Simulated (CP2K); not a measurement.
Consider dimethyl sulfoxide monohydrate at its PBE geometry (Å).

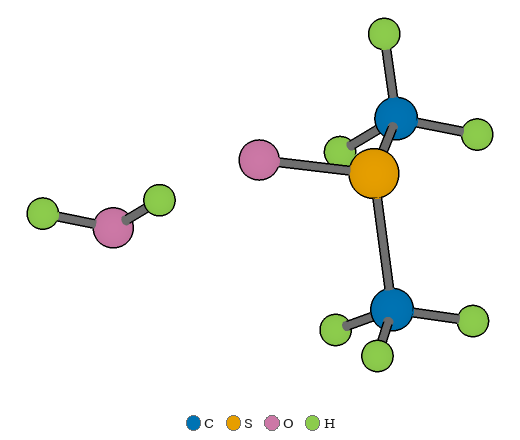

The molecule (carbon blue, sulfur orange, oxygen pink, hydrogen green).

```xyz
13

C     1.6674   -0.2237   -0.0910
S     0.2518   -1.1387    0.5868
C    -0.7289   -1.1745   -0.9414
O    -0.4587   -0.2042    1.5334
O    -1.1935    2.2803    0.6971
H     2.3648   -0.0650    0.7396
H     2.1482   -0.8332   -0.8677
H     1.3245    0.7395   -0.4906
H    -0.9134   -0.1450   -1.2755
H    -1.6748   -1.6699   -0.6944
H    -0.1900   -1.7548   -1.7017
H    -1.6289    2.7823    1.4029
H    -0.9685    1.4070    1.1025
```

Method: CP2K XAS_TDP, all-electron GAPW, PBEh(45%), aug-cc-pVDZ, TDA, GW2X-corrected core level, no relativity.

Q: Predict the bright core excitations at the O K edge.

Leading lines: O4 532.88 eV and O5 535.29 eV. The leading line of an atom is its first one with 35 % of the strongest within 2.5 eV of its lowest line over the strength cut. Core ionisation energies at this level: O4 536.42 and O5 537.69 eV.

The first six lines of each atom with a strength over 0.0015:

| atom | energy (eV) | states | strength, one atom | above the computed threshold |
| --- | --- | --- | --- | --- |
| O4 (bonded to S, takes 1 H bond) | 532.88 | 1 | 0.0359 |  |
|  | 534.03 | 1 | 0.0144 |  |
|  | 534.87 | 1 | 0.0017 |  |
|  | 535.17 | 1 | 0.0087 |  |
|  | 536.27 | 1 | 0.0015 |  |
|  | 536.87 | 1 | 0.0033 | yes |
| O5 (bonded to 2 H, gives 1 H bond) | 535.29 | 1 | 0.0128 |  |
|  | 536.51 | 1 | 0.0028 |  |
|  | 536.93 | 1 | 0.0059 |  |
|  | 537.27 | 1 | 0.0054 |  |
|  | 537.62 | 1 | 0.0043 |  |
|  | 537.63 | 1 | 0.0019 |  |

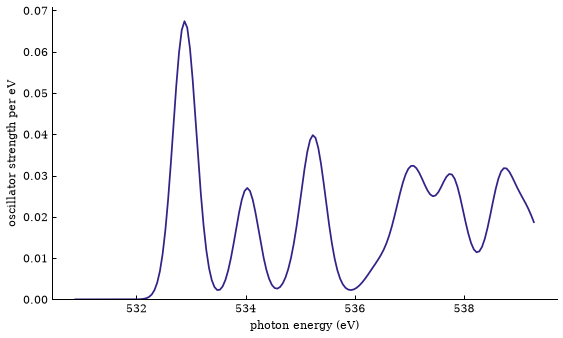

All atoms added, broadened by 0.5 eV.

Lines are vertical, at one geometry, with no vibrational structure. GW2X ionisation energies and lines can be off by 1 to 2 eV either way, and a good line position may hide errors that cancel. These values hold no scalar relativity, about 0.4 eV for O 1s. Rydberg lines, and the discretised continuum above threshold, depend on the basis and the box. This is one low-energy arrangement of the cluster, relaxed without a dispersion correction; others exist.

[Banner, clock and machine lines of the logs are left out without a mark of their own.]

[Logs are printed without paths, hosts, clocks, repeated set-up lines and the standing remarks that a program may print on its own settings, such as how far it seeks lower states.]

[Hosts, paths, dates, database ids (printed as entryN), source tags and the programs' standing remarks are cut or masked in the printed files.]
